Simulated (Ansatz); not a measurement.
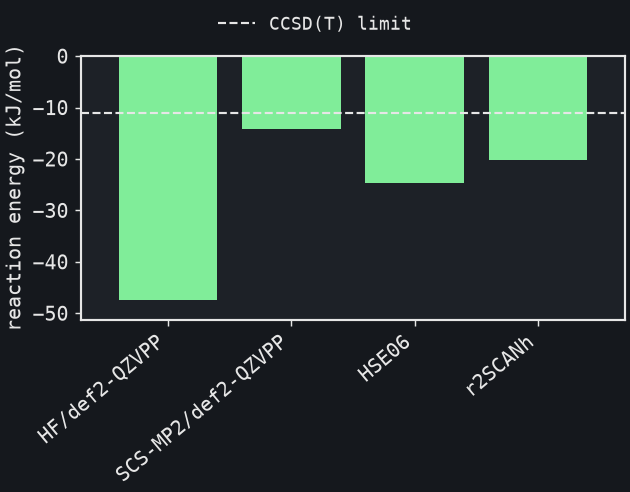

Electronic reaction energy of CH₇GaSi ([SiH3][CH2][GaH2]) + H₂ ([H][H]) → GaH₃ ([GaH3]) + CH₆Si (C[SiH3]) (SMILES in brackets) at several levels (functionals in def2-TZVPP unless a basis is named), isolated molecules at PBE0-D4 triple-zeta geometries, minima by their frequencies, no zero-point or thermal terms, the Ansatz code 0.2.0. The line is frozen-core CCSD(T) at the basis limit (MP2 extrapolated from triple and quadruple zeta, plus CCSD(T) less MP2 in a smaller set). The distance of SCS-MP2/def2-QZVPP to the limit includes basis error. The limit lies 4.9 kJ/mol from CCSD(T)/def2-TZVPP, so the line itself is uncertain by a part of that.

**What do zero-point energy and temperature add?**

Zero-point change 13.6 kJ/mol; at 298.15 K and 1 bar the CCSD(T) limit plus thermal terms gives an enthalpy of reaction of −1.6 and a free energy of −3.3 kJ/mol (harmonic PBE0-D4 modes, ideal gas).

**Give the values.**

```csv
level,kJ/mol,less CCSD(T) limit
HF/def2-QZVPP,−47.5,−36.4
SCS-MP2/def2-QZVPP,−14.2,−3.1
HSE06,−24.6,−13.6
r2SCANh,−20.1,−9.1
CCSD(T) limit,−11.1,0.0
```

Note: no scalar relativity up to krypton; outer-core shells are correlated without core-valence functions, which makes the correlated values less sure.
